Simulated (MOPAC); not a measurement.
## Geometry relaxation, with input and output: S8 (part 1 of 2)

- system: S8, SMILES S1SSSSSSS1
- method: PM6-D3H4, closed shell, dispersion D3H4 (MOPAC 23.2.5)

The atoms were displaced at random from an optimised geometry.

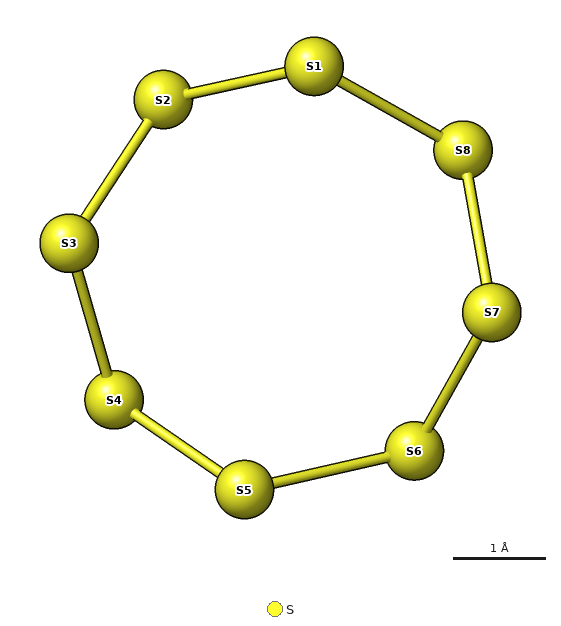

*The structure as given in the input (ball-and-stick view, seen on its broad side; atoms are numbered from 1 in the order of the input).*

Bond lengths as drawn: S–S 2.03 to 2.07 Å.

The input (mol.mop)
```
PM6-D3H4 DISP BONDS PRECISE CYCLES=300 GNORM=0.05 AUX(PRECISION=6) THREADS=1
S8 optimise
S1SSSSSSS1
S     -0.219442    -1.467697     1.883811
S      1.290290    -1.963724     0.578313
S      2.375969    -0.266294     0.177923
S      1.751560     0.546770    -1.572282
S      0.435407     2.085730    -1.128871
S     -1.492073     1.373710    -1.309580
S     -2.189959     0.863677     0.553240
S     -1.948864    -1.154313     0.826287
```

Launched with:
```bash
mopac mol.mop
```

Log
```
MOPAC v23.2.5
PM6-D3H4 CALCULATION RESULTS

 *  PM6-D3H4   - CORRECT DISPERSION AND HYDROGEN BOND TERMS USING THE D3H4 METHOD
 *  PRECISE    - TIGHTER CRITERIA TO BE USED
 *  THREADS=1  - MULTI-THREADING NOT USED
 *  CYCLES=    - DO A MAXIMUM OF 300 STEPS
 *  GNORM      - EXIT WHEN GRADIENT NORM DROPS BELOW 0.050
 *  AUX        - OUTPUT AUXILIARY INFORMATION
 *  DISP       - PRINT DISPERSION AND HYDROGEN BOND ENERGIES
 *  BONDS      - FINAL BOND-ORDER MATRIX TO BE PRINTED
PM6-D3H4 DISP BONDS PRECISE CYCLES=300 GNORM=0.05 AUX(PRECISION=6) THREADS=1
 S8 optimise
 S1SSSSSSS1
   ATOM   CHEMICAL          X               Y               Z
  NUMBER   SYMBOL      (ANGSTROMS)     (ANGSTROMS)     (ANGSTROMS)

     1       S         -0.21944200  *  -1.46769700  *   1.88381100  *
     2       S          1.29029000  *  -1.96372400  *   0.57831300  *
     3       S          2.37596900  *  -0.26629400  *   0.17792300  *
     4       S          1.75156000  *   0.54677000  *  -1.57228200  *
     5       S          0.43540700  *   2.08573000  *  -1.12887100  *
     6       S         -1.49207300  *   1.37371000  *  -1.30958000  *
     7       S         -2.18995900  *   0.86367700  *   0.55324000  *
     8       S         -1.94886400  *  -1.15431300  *   0.82628700  *

          CARTESIAN COORDINATES

    NO.       ATOM           X           Y           Z

     1         S         -0.2194     -1.4677      1.8838
     2         S          1.2903     -1.9637      0.5783
     3         S          2.3760     -0.2663      0.1779
     4         S          1.7516      0.5468     -1.5723
     5         S          0.4354      2.0857     -1.1289
     6         S         -1.4921      1.3737     -1.3096
     7         S         -2.1900      0.8637      0.5532
     8         S         -1.9489     -1.1543      0.8263

           Empirical Formula: S8  =     8 atoms

      MOLECULAR POINT GROUP   :   C4v

      RHF CALCULATION, NO. OF DOUBLY OCCUPIED LEVELS = 24

          Geometry optimization using EF

          DIAGONAL MATRIX USED AS START HESSIAN
```

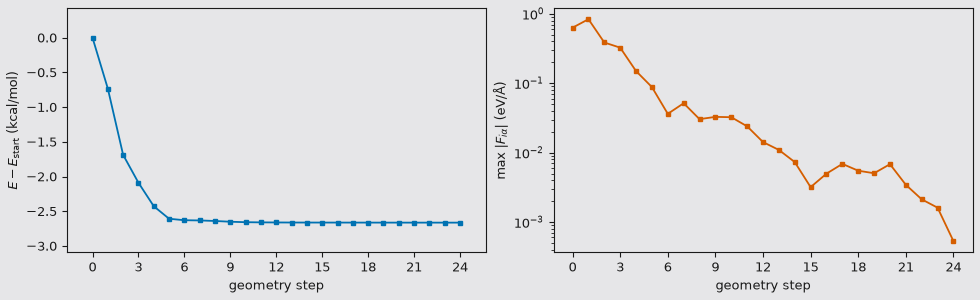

*Progress of the relaxation, step by step (steps are counted from 0).*

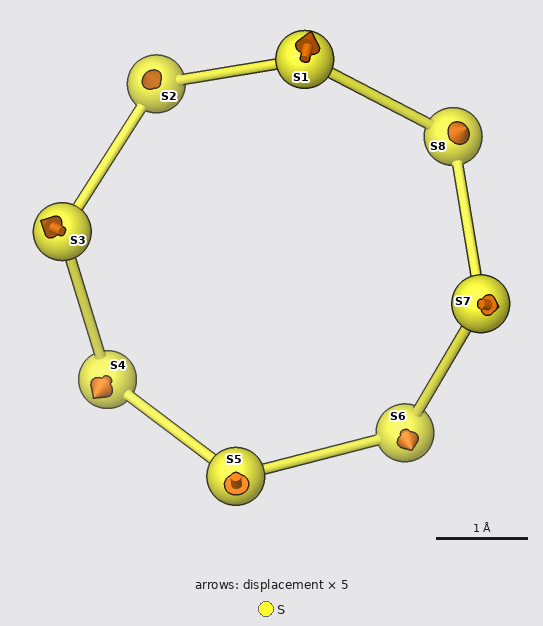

*The starting structure with the displacements as orange arrows, magnified 5 times (ball-and-stick view, seen on its broad side). The two geometries are laid on each other by the best rigid fit.*

Over 24 geometry steps the energy falls by 2.66 kcal/mol. Largest force component: 0.63 eV/Å at the start, 0.00053 eV/Å at the end. The largest moves after the best rigid fit, 0.085 Å, are those of S1 and S5. Among the contacts that change: S4–S5 2.073 → 2.034 Å, S1–S2 2.057 → 2.034 Å, S1–S8 2.051 → 2.034 Å, S3–S4 2.028 → 2.034 Å. Among the angles that change: S3–S4–S5 108.0° → 113.6°, S2–S1–S8 109.2° → 113.6°, S2–S3–S4 109.7° → 113.6°. (Atoms are counted from 1 in the order of the input.)

```
 CYCLE:     1 TIME:   0.039 TIME LEFT:  2.00D  GRAD.:    36.587 HEAT:  14.20844
 CYCLE:     2 TIME:   0.023 TIME LEFT:  2.00D  GRAD.:    40.535 HEAT:  13.47594
 CYCLE:     3 TIME:   0.023 TIME LEFT:  2.00D  GRAD.:    24.203 HEAT:  12.52035
 CYCLE:     4 TIME:   0.016 TIME LEFT:  2.00D  GRAD.:    15.352 HEAT:  12.11928
 CYCLE:     5 TIME:   0.023 TIME LEFT:  2.00D  GRAD.:     8.772 HEAT:  11.78095
 CYCLE:     6 TIME:   0.023 TIME LEFT:  2.00D  GRAD.:     4.223 HEAT:  11.60048
 CYCLE:     7 TIME:   0.023 TIME LEFT:  2.00D  GRAD.:     2.217 HEAT:  11.57919
 CYCLE:     8 TIME:   0.016 TIME LEFT:  2.00D  GRAD.:     2.530 HEAT:  11.57591
 CYCLE:     9 TIME:   0.023 TIME LEFT:  2.00D  GRAD.:     1.519 HEAT:  11.56828
 CYCLE:    10 TIME:   0.031 TIME LEFT:  2.00D  GRAD.:     1.495 HEAT:  11.55727
 CYCLE:    11 TIME:   0.023 TIME LEFT:  2.00D  GRAD.:     1.345 HEAT:  11.55073
 CYCLE:    12 TIME:   0.031 TIME LEFT:  2.00D  GRAD.:     0.846 HEAT:  11.54814
 CYCLE:    13 TIME:   0.016 TIME LEFT:  2.00D  GRAD.:     0.584 HEAT:  11.54692
 CYCLE:    14 TIME:   0.023 TIME LEFT:  2.00D  GRAD.:     0.483 HEAT:  11.54600
 CYCLE:    15 TIME:   0.023 TIME LEFT:  2.00D  GRAD.:     0.267 HEAT:  11.54558
 CYCLE:    16 TIME:   0.023 TIME LEFT:  2.00D  GRAD.:     0.171 HEAT:  11.54542
 CYCLE:    17 TIME:   0.016 TIME LEFT:  2.00D  GRAD.:     0.241 HEAT:  11.54527
 CYCLE:    18 TIME:   0.023 TIME LEFT:  2.00D  GRAD.:     0.308 HEAT:  11.54511
 CYCLE:    19 TIME:   0.023 TIME LEFT:  2.00D  GRAD.:     0.281 HEAT:  11.54487
 CYCLE:    20 TIME:   0.016 TIME LEFT:  2.00D  GRAD.:     0.208 HEAT:  11.54475
 CYCLE:    21 TIME:   0.023 TIME LEFT:  2.00D  GRAD.:     0.310 HEAT:  11.54456
 CYCLE:    22 TIME:   0.016 TIME LEFT:  2.00D  GRAD.:     0.183 HEAT:  11.54451
 CYCLE:    23 TIME:   0.023 TIME LEFT:  2.00D  GRAD.:     0.093 HEAT:  11.54446
 CYCLE:    24 TIME:   0.016 TIME LEFT:  2.00D  GRAD.:     0.073 HEAT:  11.54444
 CYCLE:    25 TIME:   0.023 TIME LEFT:  2.00D  GRAD.:     0.024 HEAT:  11.54442

     GRADIENT =  0.02446 IS LESS THAN CUTOFF =  0.05000

 -------------------------------------------------------------------------------
 PM6-D3H4 DISP BONDS PRECISE CYCLES=300 GNORM=0.05 AUX(PRECISION=6) THREADS=1
 S8 optimise
 S1SSSSSSS1

     GEOMETRY OPTIMISED USING EIGENVECTOR FOLLOWING (EF).
     SCF FIELD WAS ACHIEVED

                              PM6-D3H4 CALCULATION

          FINAL HEAT OF FORMATION =         11.54442 KCAL/MOL =      48.30186 KJ/MOL

          TOTAL ENERGY            =     -32201.88769 KCAL/MOL = ELECTRONIC ENERGY + CORE-CORE REPULSION
          ENERGY OF ATOMS         =      32215.10493 KCAL/MOL
                              SUM =         13.21723 KCAL/MOL
          DISPERSION ENERGY       =         -1.67281 KCAL/MOL
                              SUM =         11.54442 KCAL/MOL = FINAL HEAT OF FORMATION

          TOTAL ENERGY            =      -1396.40601 EV
          ELECTRONIC ENERGY       =      -5419.42128 EV
          CORE-CORE REPULSION     =       4023.01526 EV
          COSMO AREA              =        200.77 SQUARE ANGSTROMS
          COSMO VOLUME            =        227.73 CUBIC ANGSTROMS

          GRADIENT NORM           =          0.02446          =       0.00865 PER ATOM
          IONIZATION POTENTIAL    =          8.975447 EV
          HOMO LUMO ENERGIES (EV) =         -8.975 -2.628
          NO. OF FILLED LEVELS    =         24
          MOLECULAR WEIGHT        =        256.4800         POINT GROUP:  D4d

          MOLECULAR DIMENSIONS (Angstroms)

            Atom       Atom       Distance
            S     7    S     3     4.81434
            S     5    S     1     4.81304
            S     1    S     6     0.86389

          SCF CALCULATIONS        =         26

          WALL-CLOCK TIME         =      0.578 SECONDS
          COMPUTATION TIME        =      0.561 SECONDS

   ATOM   CHEMICAL          X               Y               Z
  NUMBER   SYMBOL      (ANGSTROMS)     (ANGSTROMS)     (ANGSTROMS)

     1       S         -0.23888190  *  -1.55057102  *   1.87439214  *
     2       S          1.32017580  *  -1.95698338  *   0.63217405  *
     3       S          2.42074216  *  -0.31660721  *   0.14537445  *
     4       S          1.78905763  *   0.61224978  *  -1.55087065  *
     5       S          0.42367562  *   2.08208392  *  -1.21270266  *
     6       S         -1.50348144  *   1.43465114  *  -1.28921414  *
     7       S         -2.23610843  *   0.84724012  *   0.51554402  *
     8       S         -1.97229143  *  -1.13420435  *   0.89414380  *

                             CARTESIAN COORDINATES

   1    S       -0.238881901    -1.550571018     1.874392136
   2    S        1.320175796    -1.956983378     0.632174053
   3    S        2.420742156    -0.316607213     0.145374449
   4    S        1.789057633     0.612249779    -1.550870651
   5    S        0.423675617     2.082083918    -1.212702662
   6    S       -1.503481437     1.434651136    -1.289214143
   7    S       -2.236108432     0.847240122     0.515544021
   8    S       -1.972291432    -1.134204345     0.894143797

           Empirical Formula: S8  =     8 atoms

      MOLECULAR POINT GROUP   :   D4d

                  EIGENVALUES
 -33.00035 -31.64513 -31.64506 -28.19159 -28.19155 -23.69474 -23.69459 -20.99882
 -14.99763 -14.11788 -14.11763 -12.82360 -12.04723 -12.04718 -11.82988 -11.82968
 -11.56181  -9.82714  -9.82647  -9.80130  -9.80087  -9.76815  -9.76813  -8.97545
  -2.62771  -2.62730  -2.10021  -1.92507  -1.92501  -1.02525  -0.96853  -0.96826
   0.20301   0.20311   0.21442   0.21443   0.31118   0.43110   0.43128   0.43752
   0.87136   0.87142   0.92660   1.03859   1.03860   1.21433   1.21443   1.25376
   1.42616   1.42625   1.43217   1.43220   1.48346   1.50602   1.50624   1.54051
   1.56080   1.59735   1.59737   1.61355   1.64588   1.68788   1.68790   1.73968
   1.73974   1.76248   1.76251   1.83107   1.83107   2.15555   2.15570   2.35451

              NET ATOMIC CHARGES AND DIPOLE CONTRIBUTIONS

  ATOM NO.   TYPE          CHARGE      No. of ELECS.   s-Pop       p-Pop       d-Pop
    1          S           0.000029        6.0000     1.95015     3.89642     0.15340
    2          S           0.000016        6.0000     1.95015     3.89645     0.15339
    3          S          -0.000034        6.0000     1.95015     3.89650     0.15339
    4          S          -0.000016        6.0000     1.95015     3.89648     0.15339
    5          S           0.000019        6.0000     1.95015     3.89644     0.15339
    6          S           0.000021        6.0000     1.95015     3.89643     0.15340
    7          S          -0.000025        6.0000     1.95015     3.89649     0.15339
    8          S          -0.000009        6.0000     1.95015     3.89648     0.15338
 DIPOLE           X         Y         Z       TOTAL
 POINT-CHG.    -0.000    -0.000     0.000     0.000
 HYBRID         0.000    -0.000    -0.000     0.000
 SUM           -0.000    -0.000     0.000     0.000

          ATOMIC ORBITAL ELECTRON POPULATIONS

     Atom    s        px        py        pz      x^2-y^2     xz        z^2       yz        xy
    1  S   1.95015   1.00617   1.76508   1.12517   0.05596   0.04892   0.02266   0.00579   0.02007
    2  S   1.95015   1.23441   1.09348   1.56855   0.03014   0.05393   0.01039   0.01875   0.04019
    3  S   1.95015   1.28849   1.29033   1.31768   0.02003   0.01683   0.01971   0.06766   0.02914
    4  S   1.95015   1.39488   1.37890   1.12270   0.00612   0.02149   0.02804   0.03919   0.05855
    5  S   1.95015   0.96429   1.10761   1.82454   0.05813   0.00684   0.03215   0.00393   0.05234
    6  S   1.95015   1.05587   1.70719   1.13337   0.03223   0.04544   0.03080   0.01947   0.02546
    7  S   1.95015   1.58292   1.07976   1.23381   0.03688   0.01768   0.02673   0.06122   0.01087
    8  S   1.95015   1.15706   1.06304   1.67638   0.04297   0.02720   0.01517   0.02588   0.04216

          BONDING CONTRIBUTION OF EACH M.O.

  0.4668  0.4738  0.4738  0.4936  0.4936  0.3842  0.3842  0.0101  2.0416  1.3393
  1.3392  1.0499  1.1502  1.1502  1.1600  1.1598  0.6239  0.8114  0.8115  0.7794
  0.7791  0.8044  0.8044  0.8282 -1.8899 -1.8899 -2.1516 -1.7265 -1.7265 -1.1789
 -1.4733 -1.4733 -0.1766 -0.1766 -0.1794 -0.1794 -0.0381 -0.1383 -0.1383 -0.2540
 -0.2179 -0.2180 -0.2425 -0.0974 -0.0974 -0.0243 -0.0243 -0.0014 -0.0248 -0.0248
 -0.0210 -0.0210 -0.1434 -0.0551 -0.0551 -0.0181 -0.0183 -0.1586 -0.1586 -0.0750
 -0.0819 -0.0750 -0.0750 -0.0485 -0.0485 -0.0356 -0.0356 -0.3883 -0.3883 -0.6655
 -0.6655 -0.8173

            (VALENCIES)   BOND ORDERS

     1  S     (2.477)     2  S 1.143     8  S 1.143     3  S 0.080     7  S 0.080     5  S 0.011     6  S 0.010
                          4  S 0.010

     2  S     (2.477)     1  S 1.143     3  S 1.143     8  S 0.080     4  S 0.080     6  S 0.011     7  S 0.010
                          5  S 0.010

     3  S     (2.476)     2  S 1.143     4  S 1.143     1  S 0.080     5  S 0.080     7  S 0.011     6  S 0.010
                          8  S 0.010

     4  S     (2.477)     3  S 1.143     5  S 1.143     6  S 0.080     2  S 0.080     8  S 0.011     7  S 0.010
                          1  S 0.010

     5  S     (2.477)     4  S 1.143     6  S 1.143     7  S 0.080     3  S 0.080     1  S 0.011     2  S 0.010
                          8  S 0.010

     6  S     (2.477)     5  S 1.143     7  S 1.143     4  S 0.080     8  S 0.080     2  S 0.011     1  S 0.010
                          3  S 0.010

     7  S     (2.477)     6  S 1.143     8  S 1.143     5  S 0.080     1  S 0.080     3  S 0.011     4  S 0.010
                          2  S 0.010

     8  S     (2.477)     1  S 1.143     7  S 1.143     2  S 0.080     6  S 0.080     4  S 0.011     5  S 0.010
                          3  S 0.010

 *                    *
 * JOB ENDED NORMALLY *
 *                    *

 TOTAL JOB TIME:             0.59 SECONDS

 == MOPAC DONE ==
```

Trajectory as extended XYZ (Å, eV, eV/Å), 25 frames, from step=0 to step=24
```
8
Properties=species:S:1:pos:R:3:forces:R:3 step=0 energy=0.61614
S    -0.2194   -1.4677    1.8838   -0.0472  -0.3262  -0.3812
S     1.2903   -1.9637    0.5783    0.0199   0.3511   0.3845
S     2.3760   -0.2663    0.1779    0.0342  -0.4581  -0.0716
S     1.7516    0.5468   -1.5723   -0.2201   0.6312   0.1626
S     0.4354    2.0857   -1.1289   -0.1221  -0.5461  -0.4404
S    -1.4921    1.3737   -1.3096    0.2776   0.3229   0.4087
S    -2.1900    0.8637    0.5532   -0.0633  -0.2489  -0.4115
S    -1.9489   -1.1543    0.8263    0.1211   0.2741   0.3489
8
Properties=species:S:1:pos:R:3:forces:R:3 step=1 energy=0.58437
S    -0.2206   -1.4861    1.8333   -0.1933  -0.1610   0.6684
S     1.2907   -1.9486    0.6140    0.5175  -0.1875  -0.2511
S     2.3767   -0.2879    0.1686    0.2702  -0.1024  -0.0167
S     1.7465    0.5785   -1.5510    0.2605  -0.0301  -0.1441
S     0.4327    2.0625   -1.1704   -0.1045   0.2712  -0.1149
S    -1.4856    1.3910   -1.2564    0.1694   0.3970  -0.8360
S    -2.1914    0.8514    0.5095   -0.4885  -0.2425   0.7533
S    -1.9461   -1.1430    0.8613   -0.4313   0.0554  -0.0591
8
Properties=species:S:1:pos:R:3:forces:R:3 step=2 energy=0.54293
S    -0.2247   -1.4995    1.8574   -0.0916  -0.1931   0.2616
S     1.2980   -1.9491    0.6064    0.1363  -0.2068   0.0182
S     2.3807   -0.2977    0.1706    0.2640   0.0627  -0.1050
S     1.7494    0.5913   -1.5468    0.3829  -0.1840  -0.1020
S     0.4307    2.0638   -1.1848   -0.1280   0.3672  -0.0421
S    -1.4804    1.4094   -1.2969   -0.3469  -0.0075   0.2759
S    -2.1992    0.8389    0.5433   -0.0676   0.3105  -0.3860
S    -1.9516   -1.1393    0.8596   -0.1491  -0.1490   0.0794
```
